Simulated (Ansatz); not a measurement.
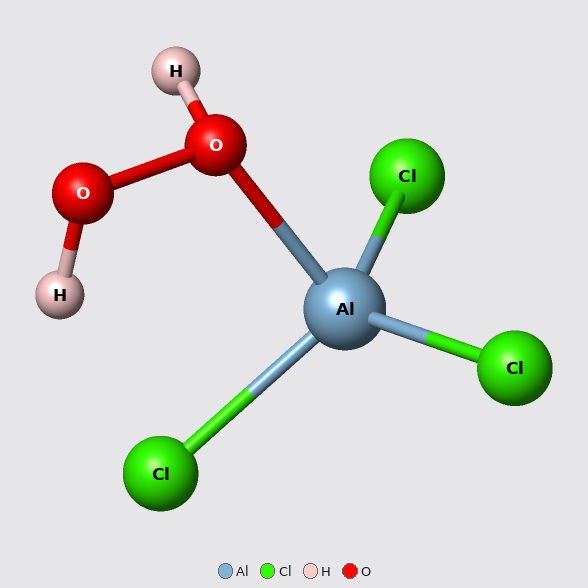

Harmonic vibrations computed with RKS PBE0-D4/def2-TZVP (Ansatz 0.2.0) at a stationary point of the same level.

Q: Minimum or transition state?

A: A minimum: no imaginary frequency, and the lowest mode lies at 63 cm⁻¹.

Q: List the wavenumbers.

A: 18 modes: 63, 120, 127, 157, 178, 196, 277, 380, 436, 483, 562, 583, 664, 1006, 1333, 1529, 3497, 3738 cm⁻¹.
